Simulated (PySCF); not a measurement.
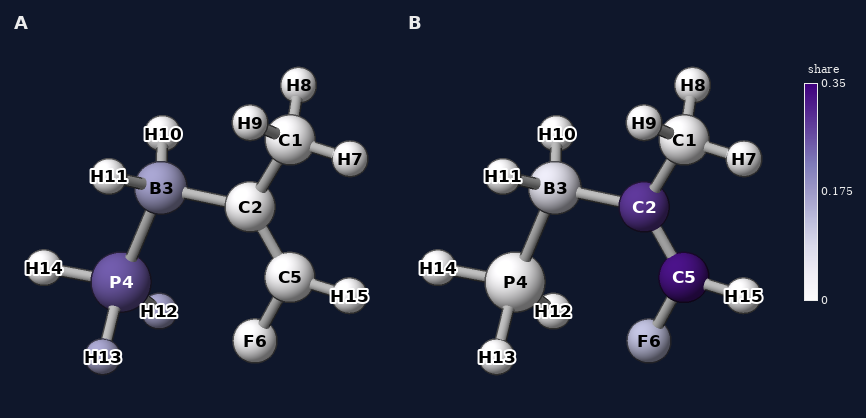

Each panel colours the atoms by their Löwdin share in one orbital (up to four of the largest shares; other atoms are shown as zero). The geometry was computed by an optimisation with GFN2-xTB. No frequency run is at hand to confirm it as a minimum. Computed with B3LYP/def2-SVPD (PySCF 2.14.0).

Question: The panels show the HOMO, LUMO, in some order. Which is which?

Answer: A: LUMO, −0.01 eV; P4 0.25, B3 0.17, H13 0.16, H12 0.16
B: HOMO, −6.47 eV; C5 0.33, C2 0.29, F6 0.13, B3 0.06

The geometry is semi-empirical. Around B, P such bond lengths and angles can be off by a tenth of an ångström or more and by several degrees, and values that hang on the shape move with them.
